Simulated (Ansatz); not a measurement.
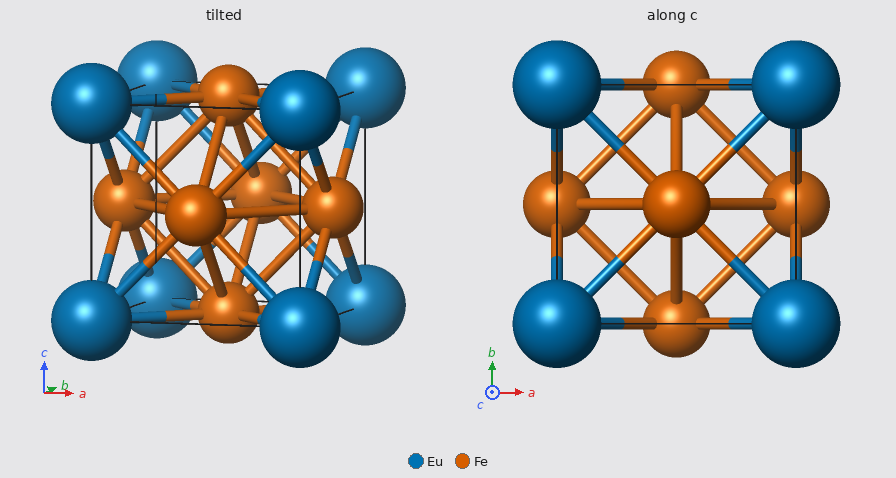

Ball-and-stick representation of a periodic structure, projected slightly off an axis and along the c axis. The outline marks the conventional unit cell.

EuFe$_{3}$, Cu₃Au (L1₂) type, space group Pm-3m (No. 221), a = 3.963 Å, b = 3.963 Å, c = 3.963 Å, α = 90.00°, β = 90.00°, γ = 90.00°. It goes back to a structure type filled with these elements by a generator (whether the compound takes this form wasn't checked). Earlier steps of the study, as a rule a relaxation of our own, may have changed the cell and positions, so they can lie some per cent off the listed ones. It went into a calculation with Ansatz.

This one geometry was computed with Ansatz (DFT, plane waves, PAW) at four levels of theory: LDA, PBE, r2SCAN and PBEsol.

### Which level gives the highest pressure at this volume, and what does that say about its equilibrium volume?

Highest: r2SCAN (2.6 GPa), which points to the largest equilibrium volume. Lowest, with the smallest volume: LDA (-11.9 GPa). Levels within 0.5 GPa of each other can't be told apart.

### How does the band gap change with the level of theory?

All levels give a metal.

### Collect the results in a table.

| level | cutoff (eV) | k-mesh of the run's cell | gap (eV) | pressure (GPa) | absolute moment (μB/atom) |
| --- | --- | --- | --- | --- | --- |
| LDA | 420 | 8×8×8 | metal | -11.9 | 3.50 |
| PBE | 420 | 8×8×8 | metal | 0.0 | 3.61 |
| r2SCAN | 500 | 8×8×8 | metal | 2.6 | 3.98 |
| PBEsol | 420 | 8×8×8 | metal | -6.4 | 3.59 |

Gaps are taken on the k-mesh or band path of each run.
